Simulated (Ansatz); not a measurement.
**GeH₂ (triplet): one geometry, many settings at angle H2–Ge1–H3 = 140.9°**

Aim: run GeH₂ (triplet) at one geometry under a spread of methods and options, and see what each costs and gives.

The runs use Ansatz 0.2.0, Gaussian basis; the settings change from run to run.

15 further runs of the same task are left out: 2 for a mislabelled method, 9 that didn't finish, 4 set aside as unsound or not needed.

### Step 1. What is computed

The geometry derives from a PBE0/def2-TZVP stationary point (not a proven minimum). One angle is set to the value named; bond lengths are kept. No spin-orbit coupling is included. The filled d shell of Ge may be among the frozen orbitals whatever the setting's name suggests; the logs give the count.

3 atoms, charge 0, spin multiplicity 3.

Atoms are counted from 1 here; the program's logs count them from 0.

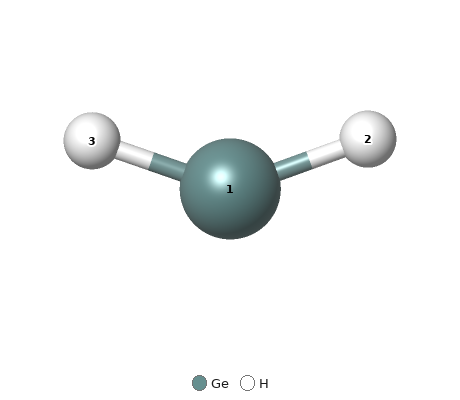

The structure; germanium teal, hydrogen white; atoms are numbered from 1 in the order of the file.

### Step 2. CCSD(T) on UHF/cc-pVDZ

in.yaml reads:

```yaml
crystal:
  periodic: [false, false, false]
  atoms:
    - {symbol: Ge, position_ang: [0.000000, -0.013920, 0.000000]}
    - {symbol: H, position_ang: [0.000000, 0.501588, -1.451723]}
    - {symbol: H, position_ang: [0.000000, 0.501588, 1.451723]}
basis:
  gaussian: {orbitals: cc-pVDZ}
magnetization: {spin_polarized: true, initial_magnetization: 2}
correlation: {method: ccsd_t, electrons: outside_noble_gas}
scf: {lower_state_search: off}
output: {forces: true}
```

On the command line:

```
$ ansatz run in.yaml --threads 1 --pin off --events-out ev --progress --plain --max-ram 2393MiB
```

What it wrote, shortened:

```text
Functional definition: HF
  name "HF"
  cite "Fock, Z. Phys. 61, 126 (1930) doi:10.1007/BF01340294"
  parent pbe
[...]
413 factors; integrals over basis functions are off by at most 1.1e-3 eV
[...]
mean field -56502.28699060 eV, -2076.4207482790 hartree, gradient 2.9e-6 eV, S^2 2.007751; 0 other end points of the search recorded, 0 dependent functions left out
14 core orbitals not correlated: weight in the atoms' cores, before any rotation towards them, 0.999 or more for the frozen orbitals, at most 0.000 for the correlated occupied ones
reference -56502.28699060 eV, -2076.4207482790 hartree; 4, 2 occupied and 19, 21 virtual orbitals, 413 factors
second order -1.91028140 eV of doubles, -0.00000000 eV of singles
cycle   1  -2.31594111 eV  change   -4.1e-1 eV  update   5.1e-2
[...]
cycle  11  -2.48657588 eV  change   -3.7e-7 eV  update   7.6e-7
perturbative correction -0.04904729 eV, -0.0018024546 hartree
[...]
Total energy: -56504.82261377 eV, -2076.5139307118 hartree
Atom 0 at     0.000000    -0.013920     0.000000 Å, force    -0.000000    -1.204402    -0.000000 eV/Å
Atom 1 at     0.000000     0.501588    -1.451723 Å, force     0.000000     0.602201     0.202702 eV/Å
Atom 2 at     0.000000     0.501588     1.451723 Å, force    -0.000000     0.602201    -0.202702 eV/Å
Dipole moment:     0.000000     0.079661    -0.000000 e Å
Checks for a lower state left out: starts, cluster_reference, orbital_swaps, neighbouring_geometries, increment
```

It took 0.87 s on 1 thread of Intel Xeon Platinum 8488C, shared host.

From the report: ⟨S²⟩ of the determinant 2.008 (pure triplet: 2.00); correlation -2.5356 eV; T1 0.013; largest double amplitude 0.06.

### Step 3. CASCI(6,5)/cc-pVDZ

in.yaml reads:

```yaml
crystal:
  periodic: [false, false, false]
  atoms:
    - {symbol: Ge, position_ang: [0.000000, -0.013920, 0.000000]}
    - {symbol: H, position_ang: [0.000000, 0.501588, -1.451723]}
    - {symbol: H, position_ang: [0.000000, 0.501588, 1.451723]}
basis:
  gaussian: {orbitals: cc-pVDZ}
magnetization: {spin_polarized: false, initial_magnetization: 2}
correlation: {active_space: {window: {electrons: 6, orbitals: 5}, fixed_orbitals: true, states: [{multiplicity: 3, weights: [1, 1, 0.5, 1]}, {multiplicity: 5, weights: [1]}]}}
scf: {lower_state_search: light}
output: {forces: true}
```

Launched as before.

What it wrote, shortened:

```text
Functional definition: HF
  name "HF"
  cite "Fock, Z. Phys. 61, 126 (1930) doi:10.1007/BF01340294"
  parent pbe
[...]
702 factors; integrals over basis functions are off by at most 1.2e-7 eV
[...]
mean field -56502.22035868 eV, -2076.4182996010 hartree, gradient 5.4e-6 eV, S^2 2.000000; 0 other end points of the search recorded, 0 dependent functions left out
reference -56502.22035868 eV, -2076.4182996010 hartree; 18, 16 occupied and 19, 21 virtual orbitals, 702 factors
state -56502.42849185 eV, -2076.4259483540 hartree
state -56498.63245436 eV, -2076.2864465490 hartree
state -56497.44094041 eV, -2076.2426592193 hartree
state -56495.44578455 eV, -2076.1693385936 hartree
state -56495.00385443 eV, -2076.1530979612 hartree
[...]
Total energy: -56497.82912342 eV, -2076.2569246817 hartree
Atom 0 at     0.000000    -0.013920     0.000000 Å, force    -0.000000    -1.046344    -0.000000 eV/Å
Atom 1 at     0.000000     0.501588    -1.451723 Å, force    -0.000000     0.523172    -2.737105 eV/Å
Atom 2 at     0.000000     0.501588     1.451723 Å, force    -0.000000     0.523172     2.737105 eV/Å
Dipole moment:    -0.000000     0.017535     0.000000 e Å
```

Wall time 0.99 s (1 thread of Intel Xeon Platinum 8488C, shared host).

From the report: 24 determinants; active occupations (of the averaged states) 1.98, 1.55, 1.10, 0.79, 0.58.

### Step 4. MRCISD+Q(relaxed)(2,7)/cc-pVDZ

in.yaml reads:

```yaml
crystal:
  periodic: [false, false, false]
  atoms:
    - {symbol: Ge, position_ang: [0.000000, -0.013920, 0.000000]}
    - {symbol: H, position_ang: [0.000000, 0.501588, -1.451723]}
    - {symbol: H, position_ang: [0.000000, 0.501588, 1.451723]}
basis:
  gaussian: {orbitals: cc-pVDZ}
magnetization: {spin_polarized: false, initial_magnetization: 2}
hamiltonian: {pseudopotentials: {relativity: none}}
correlation: {method: fic_mrcisd_q_relaxed, electrons: outside_noble_gas, active_space: {window: {electrons: 2, orbitals: 7}}}
scf: {lower_state_search: off}
```

Same command.

What it wrote, shortened:

```text
Functional definition: HF
  name "HF"
  cite "Fock, Z. Phys. 61, 126 (1930) doi:10.1007/BF01340294"
  parent pbe
[...]
413 factors; integrals over basis functions are off by at most 1.1e-3 eV
[...]
mean field -56502.22029506 eV, -2076.4182972630 hartree, gradient 1.2e-6 eV, S^2 2.000000; 0 other end points of the search recorded, 0 dependent functions left out
reference -56502.22029506 eV, -2076.4182972630 hartree; 18, 16 occupied and 19, 21 virtual orbitals, 413 factors
state -56502.33616521 eV, -2076.4225554124 hartree
contracted CI cycle   1: correlation 0.00000000 eV, 0.0000000000 hartree, residual 1.09e1 eV
contracted CI cycle   2: correlation -2.27282644 eV, -0.0835248311 hartree, residual 1.89e0 eV
contracted CI cycle   3: correlation -2.36041297 eV, -0.0867435765 hartree, residual 6.04e-1 eV
contracted CI cycle   4: correlation -2.36940111 eV, -0.0870738847 hartree, residual 1.93e-1 eV
contracted CI cycle   5: correlation -2.37047600 eV, -0.0871133861 hartree, residual 7.28e-2 eV
contracted CI cycle   6: correlation -2.37063937 eV, -0.0871193902 hartree, residual 2.95e-2 eV
contracted CI cycle   7: correlation -2.37066907 eV, -0.0871204814 hartree, residual 1.20e-2 eV
contracted CI cycle   8: correlation -2.37067256 eV, -0.0871206096 hartree, residual 3.57e-3 eV
contracted CI cycle   9: correlation -2.37067286 eV, -0.0871206208 hartree, residual 9.97e-4 eV
state -56502.33616521 eV, -2076.4225554124 hartree; corrected -56504.85147472 eV, -2076.5149913320 hartree
WARN: 1 active orbitals are nearly empty or full. The corrections depend on them more than the energy does, and are more stable in an active space without them
Total energy: -56504.85147472 eV, -2076.5149913320 hartree
Checks for a lower state left out: stability, starts, cluster_reference, orbital_swaps, neighbouring_geometries, increment
```

It took 1.8 s on 1 thread of Intel Xeon Platinum 8488C, shared host.

From the report: 14 determinants; active occupations 1.00, 1.00, 0.00, 0.00, 0.00, 0.00, 0.00. The report marks this result as in doubt.

### Step 5. HF/6-31G

in.yaml reads:

```yaml
crystal:
  periodic: [false, false, false]
  atoms:
    - {symbol: Ge, position_ang: [0.000000, -0.013920, 0.000000]}
    - {symbol: H, position_ang: [0.000000, 0.501588, -1.451723]}
    - {symbol: H, position_ang: [0.000000, 0.501588, 1.451723]}
basis:
  gaussian: {orbitals: 6-31G}
magnetization: {spin_polarized: false, initial_magnetization: 2}
hamiltonian: {xc: hf}
output: {orbitals: {seedname: orbitals}}
```

Launched as before.

What it wrote:

```text
Functional definition: HF
  name "HF"
  cite "Fock, Z. Phys. 61, 126 (1930) doi:10.1007/BF01340294"
  parent pbe
  exchange = exact_x
  correlation = 0
314 factors; integrals over basis functions are off by at most 5.7e-4 eV
mean field evaluation 1: about -56493.1108 eV, gradient 7.1e0 eV
mean field evaluation 2: about -56493.1265 eV, gradient 7.1e0 eV
mean field evaluation 4: about -56493.6514 eV, gradient 1.3e0 eV
mean field evaluation 8: about -56493.6574 eV, gradient 4.3e-4 eV
mean field -56493.65742106 eV, -2076.1036174477 hartree, gradient 2.5e-5 eV, S^2 2.000000; 0 other end points of the search recorded, 0 dependent functions left out
reference -56493.65742106 eV, -2076.1036174477 hartree; 18, 16 occupied and 15, 17 virtual orbitals, 314 factors
Total energy: -56493.65742106 eV, -2076.1036174477 hartree
```

It took 0.24 s on 1 thread of Intel Xeon Platinum 8488C, shared host.

### Step 6. CCSD on ROHF/cc-pVDZ

in.yaml: that of step 5 with these lines changed.

```diff
@@ -7,5 +7,4 @@
 basis:
-  gaussian: {orbitals: 6-31G}
+  gaussian: {orbitals: cc-pVDZ}
 magnetization: {spin_polarized: false, initial_magnetization: 2}
-hamiltonian: {xc: hf}
-output: {orbitals: {seedname: orbitals}}
+correlation: {method: ccsd, electrons: all}
```

The command is unchanged.

What it wrote, shortened:

```text
Functional definition: HF
  name "HF"
  cite "Fock, Z. Phys. 61, 126 (1930) doi:10.1007/BF01340294"
  parent pbe
[...]
413 factors; integrals over basis functions are off by at most 1.1e-3 eV
[...]
mean field -56502.22029506 eV, -2076.4182972630 hartree, gradient 1.2e-6 eV, S^2 2.000000; 1 other end points of the search recorded, 0 dependent functions left out
determinant -56502.22029506 eV, -2076.4182972630 hartree, with singles and doubles -56505.47956409 eV, -2076.5380731908 hartree
determinant -56498.73686030 eV, -2076.2902833966 hartree, with singles and doubles -56502.18695060 eV, -2076.4170718766 hartree
reference -56502.22029506 eV, -2076.4182972630 hartree; 18, 16 occupied and 19, 21 virtual orbitals, 413 factors
second order -2.66591265 eV of doubles, -0.04265372 eV of singles
cycle   1  -3.25922180 eV  change    4.7e-5 eV  update   4.1e-4
[...]
cycle   4  -3.25917497 eV  change    8.3e-6 eV  update   3.9e-5
Total energy: -56505.47947003 eV, -2076.5380697341 hartree
```

Run time: 1.8 s. Hardware: 1 thread of Intel Xeon Platinum 8488C, shared host.

From the report: correlation -3.2592 eV; T1 0.009; largest double amplitude 0.06.

### Step 7. BCCD(T) on ROHF/cc-pVDZ

in.yaml: that of step 6 with these lines changed.

```diff
@@ -7,4 +7,5 @@
 basis:
-  gaussian: {orbitals: cc-pVDZ}
+  gaussian: {orbitals: cc-pVDZ, point_charges: [{charge: -0.50, position_ang: [2.886, 0.276, -0.555]}]}
 magnetization: {spin_polarized: false, initial_magnetization: 2}
-correlation: {method: ccsd, electrons: all}
+correlation: {method: bccd_t, electrons: all, diis_vectors: 4}
+output: {forces: true}
```

Launched as before.

What it wrote, shortened:

```text
Functional definition: HF
  name "HF"
  cite "Fock, Z. Phys. 61, 126 (1930) doi:10.1007/BF01340294"
  parent pbe
[...]
413 factors; integrals over basis functions are off by at most 1.1e-3 eV
[...]
mean field -56502.26197429 eV, -2076.4198289466 hartree, gradient 3.0e-6 eV, S^2 2.000000; 0 other end points of the search recorded, 0 dependent functions left out
[...]
reference -56502.26197429 eV, -2076.4198289466 hartree; 18, 16 occupied and 19, 21 virtual orbitals, 413 factors
second order -2.65561432 eV of doubles, -0.04270740 eV of singles
cycle   1  -3.06403200 eV  change   -3.7e-1 eV  update   5.4e-2
[...]
cycle  14  -3.24393316 eV  change   -1.0e-7 eV  update   7.0e-7
perturbative correction -0.09603903 eV, -0.0035293692 hartree
[...]
Total energy: -56505.60194648 eV, -2076.5425706605 hartree
Atom 0 at     0.000000    -0.013920     0.000000 Å, force    -0.142555    -1.101868    -0.069668 eV/Å
Atom 1 at     0.000000     0.501588    -1.451723 Å, force     0.138527     0.515709     0.353188 eV/Å
Atom 2 at     0.000000     0.501588     1.451723 Å, force     0.119718     0.551653    -0.296306 eV/Å
Dipole moment:     0.181317     0.080743    -0.038703 e Å
```

Run time: 10 s. Hardware: 1 thread of Intel Xeon Platinum 8488C, shared host; peak memory 0.25 GiB.

From the report: correlation -3.3400 eV; largest double amplitude 0.06.

### Step 8. All runs side by side

Where basis and cores are those of an earlier FCI/cc-pVDZ run (-56504.8286 eV), and the state is the same kind, the miss against it is given. † marks a result that the program doubts.

| level | correlated | functions | energy (eV) | from FCI (meV) | time |
| --- | --- | --- | --- | --- | --- |
| CCSD(T) on UHF/cc-pVDZ | outside noble gas | 37 | -56504.8226 | 5.9 | 0.87 s |
| CASCI(6,5)/cc-pVDZ (mean of several states) |  | 37 | -56497.8291 |  | 0.99 s |
| MRCISD+Q(relaxed)(2,7)/cc-pVDZ † | outside noble gas | 37 | -56504.8515 |  | 1.8 s |
| HF/6-31G |  | 33 | -56493.6574 |  | 0.24 s |
| CCSD on ROHF/cc-pVDZ | all | 37 | -56505.4795 |  | 1.8 s |
| BCCD(T) on ROHF/cc-pVDZ (beside a point charge) | all | 37 | -56505.6019 |  | 10 s |

### Step 9. Summary of results

| quantity | value |
| --- | --- |
| runs | 6 |
| quickest | HF/6-31G, 0.24 s |
| slowest | BCCD(T) on ROHF/cc-pVDZ (beside a point charge), 10 s |

In words: Total energies in different bases, with other cores or another treatment of relativity can't be set against each other. BCCD(T) on ROHF/cc-pVDZ (beside a point charge) took 42 times as long as HF/6-31G; the jobs differ in more than the method.
